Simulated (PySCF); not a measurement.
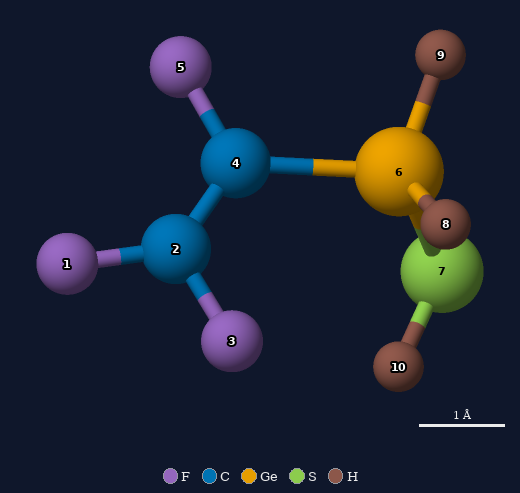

**Figure 1.** The structure as given in the input (ball-and-stick view, seen at a tilt; atoms are numbered from 1 in the order of the input). Sticks mark near contacts.

## C2H3F3GeS: geometry relaxation

The run: geometry relaxation of C2H3F3GeS, SMILES FC(F)=[C](F)[GeH2][SH]. Method and program: PBE0-D3(BJ)/def2-SVP geometry optimisation, gas phase (PySCF 2.14.0).

It belongs to a series of runs on one base structure; here: H on Ge replaced by CF=CF2.

## Input file
```
{"job": {"xc": "PBE0", "basis": "def2-SVP", "d3": "d3bj", "grid": 1, "shake": 0.01, "kind": "geom"}, "charge": 0, "multiplicity": 1}
F     -2.235790    -1.896900     0.317520
C     -1.294430    -0.979680     0.339800
F     -0.719910    -0.945040     1.536850
C     -0.813400    -0.152090    -0.595500
F     -1.383120    -0.158790    -1.833690
Ge     0.643020     1.085770    -0.208070
S      2.561340    -0.012360    -0.243620
H      0.393430     1.703120     1.134450
H      0.651080     2.100660    -1.287300
H      2.248230    -0.765630     0.818510
```

The first line tells a small driver script what to run in PySCF; the rest is the geometry in Å.

Launched with:
```bash
OMP_NUM_THREADS=1 python <driver script> task.json out
```

## The program's output
```
step   0  E = -2851.26987974  max force = 0.021864
step   1  E = -2851.27399078  max force = 0.006069
step   2  E = -2851.27404730  max force = 0.004045
step   3  E = -2851.27420813  max force = 0.001755
step   4  E = -2851.27424495  max force = 0.000713
step   5  E = -2851.27425969  max force = 0.000975
step   6  E = -2851.27427636  max force = 0.000928
step   7  E = -2851.27429464  max force = 0.000564
step   8  E = -2851.27431016  max force = 0.000631
step   9  E = -2851.27431678  max force = 0.000474
step  10  E = -2851.27432110  max force = 0.000388
optimisation converged
```

## Trajectory as extended XYZ (Å, eV, eV/Å), 11 frames, from step=0 to step=10
```
10
Properties=species:S:1:pos:R:3:forces:R:3 step=0 energy=-77587.00534
F    -2.2358   -1.8969    0.3175    0.4313   0.6831  -0.4232
C    -1.2944   -0.9797    0.3398    0.2977  -0.2233   0.6551
F    -0.7199   -0.9450    1.5369   -0.1864  -0.1621  -0.0382
C    -0.8134   -0.1521   -0.5955   -1.1243  -0.3425  -0.9085
F    -1.3831   -0.1588   -1.8337    0.4981  -0.0050   0.8135
Ge    0.6430    1.0858   -0.2081   -0.1741  -0.7951   0.0760
S     2.5613   -0.0124   -0.2436    0.3184   0.1531  -0.3047
H     0.3934    1.7031    1.1344   -0.0763   0.2507   0.6300
H     0.6511    2.1007   -1.2873    0.1095   0.6170  -0.7620
H     2.2482   -0.7656    0.8185   -0.0940  -0.1758   0.2620
10
Properties=species:S:1:pos:R:3:forces:R:3 step=1 energy=-77587.11721
F    -2.3076   -1.8272    0.1428   -0.0636  -0.0799   0.1405
C    -1.3279   -0.9969    0.3651    0.1406   0.1584  -0.3121
F    -0.8688   -1.0730    1.5934   -0.0525  -0.0214  -0.0274
C    -0.8108   -0.1630   -0.5446   -0.0800   0.0671   0.1161
F    -1.3446   -0.1581   -1.7746    0.0436  -0.0827   0.0331
Ge    0.6590    1.0742   -0.2018   -0.1100   0.0079   0.0652
S     2.6163    0.0216   -0.2593    0.0341  -0.0006   0.0006
H     0.4367    1.7314    1.1697    0.0362  -0.0184  -0.0006
H     0.6672    2.0980   -1.3409    0.0269  -0.0313  -0.0033
H     2.3311   -0.7280    0.8292    0.0248   0.0010  -0.0120
10
Properties=species:S:1:pos:R:3:forces:R:3 step=2 energy=-77587.11875
F    -2.3154   -1.8308    0.1633   -0.0496   0.0168  -0.2080
C    -1.3345   -0.9921    0.3539   -0.1146  -0.1437   0.1735
F    -0.9006   -1.0665    1.5906    0.1906   0.1610   0.0433
C    -0.8135   -0.1592   -0.5497   -0.0684   0.0071   0.0003
F    -1.3280   -0.1771   -1.7867    0.0417  -0.0060  -0.0304
Ge    0.6553    1.0748   -0.1944   -0.0291  -0.0134   0.0442
S     2.6213    0.0331   -0.2651   -0.0003   0.0114  -0.0144
H     0.4412    1.7264    1.1801    0.0103  -0.0233   0.0002
H     0.6711    2.0985   -1.3321    0.0084  -0.0072  -0.0109
H     2.3538   -0.7281    0.8190    0.0111  -0.0027   0.0023
10
Properties=species:S:1:pos:R:3:forces:R:3 step=3 energy=-77587.12313
F    -2.3169   -1.8304    0.1575    0.0422   0.0194   0.0021
C    -1.3363   -0.9916    0.3548   -0.0754  -0.0502   0.0438
F    -0.8872   -1.0445    1.5878    0.0051  -0.0114   0.0400
C    -0.8181   -0.1613   -0.5510   -0.0144   0.0696  -0.0902
F    -1.3258   -0.1808   -1.7905    0.0321  -0.0152  -0.0064
Ge    0.6501    1.0710   -0.1905   -0.0006  -0.0085   0.0281
S     2.6196    0.0341   -0.2641   -0.0075   0.0129  -0.0180
H     0.4370    1.7197    1.1850    0.0058  -0.0176   0.0037
H     0.6694    2.0945   -1.3280    0.0068   0.0032  -0.0102
H     2.3588   -0.7317    0.8181    0.0058  -0.0022   0.0070
10
Properties=species:S:1:pos:R:3:forces:R:3 step=4 energy=-77587.12413
F    -2.3138   -1.8364    0.1564    0.0179   0.0157  -0.0049
C    -1.3436   -0.9866    0.3552   -0.0360  -0.0283   0.0029
F    -0.9049   -1.0264    1.5932   -0.0046  -0.0019   0.0014
C    -0.8211   -0.1604   -0.5536    0.0104   0.0367  -0.0281
F    -1.3079   -0.1911   -1.8010    0.0091  -0.0278   0.0256
Ge    0.6468    1.0694   -0.1847    0.0108   0.0036   0.0048
S     2.6194    0.0387   -0.2707   -0.0117   0.0043  -0.0140
H     0.4365    1.7096    1.1946    0.0014  -0.0121   0.0061
H     0.6695    2.0963   -1.3196   -0.0003   0.0084   0.0010
H     2.3698   -0.7341    0.8093    0.0031   0.0013   0.0053
10
Properties=species:S:1:pos:R:3:forces:R:3 step=5 energy=-77587.12453
F    -2.3150   -1.8404    0.1433    0.0021   0.0070  -0.0079
C    -1.3544   -0.9836    0.3534    0.0372   0.0342   0.0423
F    -0.9373   -1.0110    1.5998   -0.0135  -0.0140  -0.0198
C    -0.8202   -0.1602   -0.5526   -0.0184  -0.0501   0.0361
F    -1.2887   -0.2133   -1.8052    0.0109   0.0182  -0.0428
Ge    0.6461    1.0699   -0.1763    0.0052   0.0058  -0.0263
S     2.6221    0.0483   -0.2824   -0.0095  -0.0085  -0.0059
H     0.4404    1.6976    1.2088   -0.0048  -0.0085   0.0074
H     0.6681    2.1028   -1.3067   -0.0096   0.0101   0.0158
H     2.3895   -0.7312    0.7969    0.0005   0.0058   0.0011
10
Properties=species:S:1:pos:R:3:forces:R:3 step=6 energy=-77587.12498
F    -2.3149   -1.8408    0.1371   -0.0217  -0.0203  -0.0117
C    -1.3573   -0.9825    0.3522    0.0266   0.0477   0.0112
F    -0.9526   -1.0045    1.6027   -0.0005  -0.0051  -0.0269
C    -0.8179   -0.1624   -0.5539    0.0108  -0.0368   0.0464
F    -1.2718   -0.2210   -1.8118   -0.0070   0.0026  -0.0167
Ge    0.6443    1.0696   -0.1713    0.0025   0.0111  -0.0223
S     2.6218    0.0539   -0.2913    0.0014  -0.0117  -0.0030
H     0.4386    1.6829    1.2202   -0.0013  -0.0036   0.0072
H     0.6616    2.1122   -1.2930   -0.0102   0.0089   0.0180
H     2.3988   -0.7283    0.7881   -0.0005   0.0071  -0.0021
10
Properties=species:S:1:pos:R:3:forces:R:3 step=7 energy=-77587.12548
F    -2.3161   -1.8423    0.1232   -0.0290  -0.0241  -0.0059
C    -1.3627   -0.9820    0.3491    0.0197   0.0146  -0.0223
F    -0.9719   -1.0036    1.6033    0.0021   0.0095  -0.0104
C    -0.8134   -0.1662   -0.5545    0.0256  -0.0092   0.0223
F    -1.2505   -0.2316   -1.8187   -0.0175  -0.0004   0.0107
Ge    0.6423    1.0701   -0.1630   -0.0064   0.0065  -0.0049
S     2.6225    0.0641   -0.3076    0.0094  -0.0087  -0.0018
H     0.4385    1.6580    1.2397    0.0041   0.0000   0.0047
H     0.6472    2.1315   -1.2667   -0.0076   0.0071   0.0117
H     2.4148   -0.7189    0.7742   -0.0003   0.0047  -0.0041
10
Properties=species:S:1:pos:R:3:forces:R:3 step=8 energy=-77587.12590
F    -2.3193   -1.8461    0.1029   -0.0042  -0.0129   0.0017
C    -1.3683   -0.9858    0.3426   -0.0306   0.0044  -0.0325
F    -1.0016   -1.0007    1.6033    0.0167  -0.0049   0.0088
C    -0.8061   -0.1730   -0.5555    0.0216   0.0175  -0.0162
F    -1.2269   -0.2422   -1.8258   -0.0077  -0.0071   0.0299
Ge    0.6398    1.0697   -0.1502   -0.0099  -0.0022   0.0128
S     2.6259    0.0817   -0.3326    0.0101  -0.0010  -0.0010
H     0.4420    1.6200    1.2686    0.0066   0.0021   0.0009
H     0.6236    2.1592   -1.2256   -0.0030   0.0043   0.0007
H     2.4416   -0.7038    0.7515    0.0005  -0.0002  -0.0052
10
Properties=species:S:1:pos:R:3:forces:R:3 step=9 energy=-77587.12608
F    -2.3209   -1.8486    0.0921    0.0046   0.0034   0.0048
C    -1.3716   -0.9880    0.3389   -0.0093  -0.0204  -0.0244
F    -1.0074   -1.0098    1.6003    0.0041   0.0031   0.0110
C    -0.8045   -0.1739   -0.5549    0.0028   0.0120  -0.0152
F    -1.2218   -0.2425   -1.8263   -0.0053   0.0053   0.0175
Ge    0.6382    1.0704   -0.1435   -0.0066  -0.0043   0.0125
S     2.6271    0.0906   -0.3442    0.0046   0.0028  -0.0007
H     0.4461    1.6048    1.2821    0.0042   0.0008   0.0010
H     0.6117    2.1721   -1.2063   -0.0003   0.0003  -0.0014
H     2.4538   -0.6959    0.7408    0.0013  -0.0029  -0.0050
10
Properties=species:S:1:pos:R:3:forces:R:3 step=10 energy=-77587.12620
F    -2.3214   -1.8518    0.0837    0.0101   0.0103   0.0032
C    -1.3720   -0.9924    0.3349    0.0002  -0.0200  -0.0037
F    -1.0077   -1.0206    1.5963   -0.0003  -0.0004   0.0051
C    -0.8044   -0.1735   -0.5542   -0.0125   0.0078  -0.0078
F    -1.2241   -0.2349   -1.8250    0.0003   0.0084   0.0020
Ge    0.6366    1.0707   -0.1369    0.0010  -0.0032   0.0075
S     2.6281    0.0987   -0.3543   -0.0032   0.0054  -0.0009
H     0.4509    1.5921    1.2943    0.0003  -0.0014   0.0013
H     0.6009    2.1826   -1.1890    0.0023  -0.0023  -0.0022
H     2.4638   -0.6918    0.7291    0.0017  -0.0047  -0.0046
```

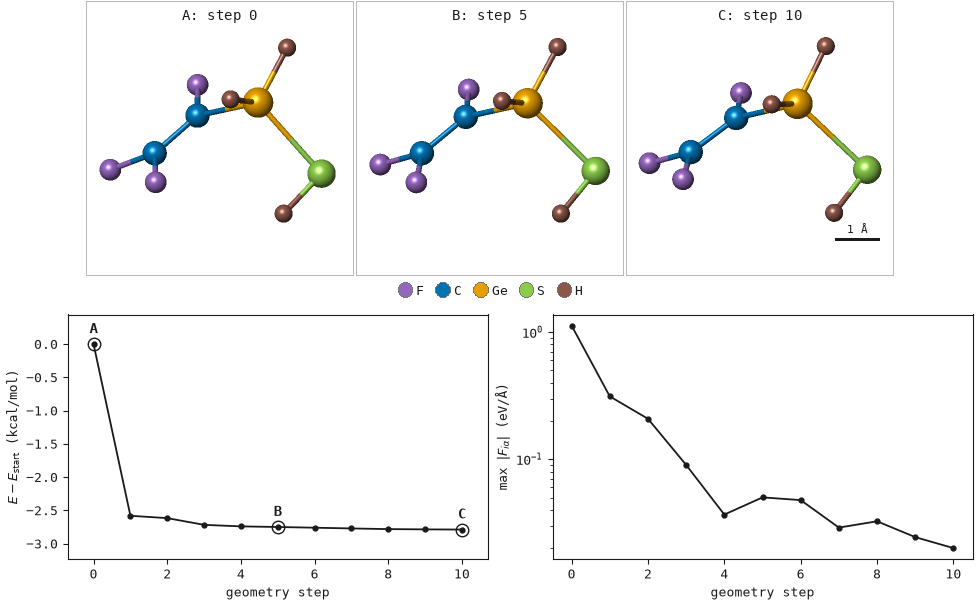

**Figure 2.** Frames of the relaxation (ball-and-stick view, seen at a tilt) above the curves, on which the letters mark them (steps are counted from 0).

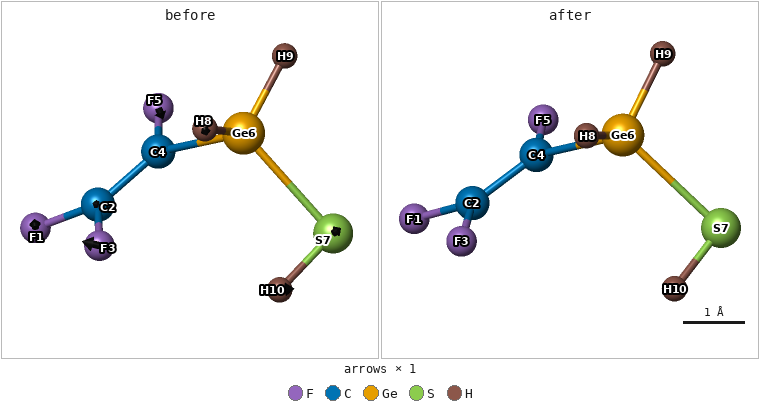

**Figure 3.** Before (left) and after (right) the relaxation, at one scale (ball-and-stick view, seen at a tilt). The black arrows give the displacements, at true length. After 10 geometry steps the energy has fallen by 2.79 kcal/mol. The largest force component goes from 1.1 to 0.02 eV/Å. F3 moves most after the best rigid fit: 0.30 Å. Largest moves by element: F 0.30 Å, H 0.25 Å, S 0.17 Å, C 0.10 Å, Ge 0.03 Å. Among the contacts that change: Ge6–H9 1.481 → 1.531 Å, Ge6–H8 1.499 → 1.534 Å, C4–F5 1.363 → 1.340 Å, Ge6–S7 2.211 → 2.227 Å. Among the angles that change: F1–C2–C4 132.6° → 125.8°, F3–C2–C4 117.3° → 122.3°, S7–Ge6–H9 108.9° → 105.7°. (Atoms are counted from 1 in the order of the input.)

## Summary

| quantity | value |
| --- | --- |
| outcome | converged |
| total energy | −2851.274321 hartree |
| dipole moment | 1.48 D |
| point group | C1 |
| hardware | 1 CPU thread, shared host |
| wall time | 2.8 min |
| peak memory | 0.58 GiB |
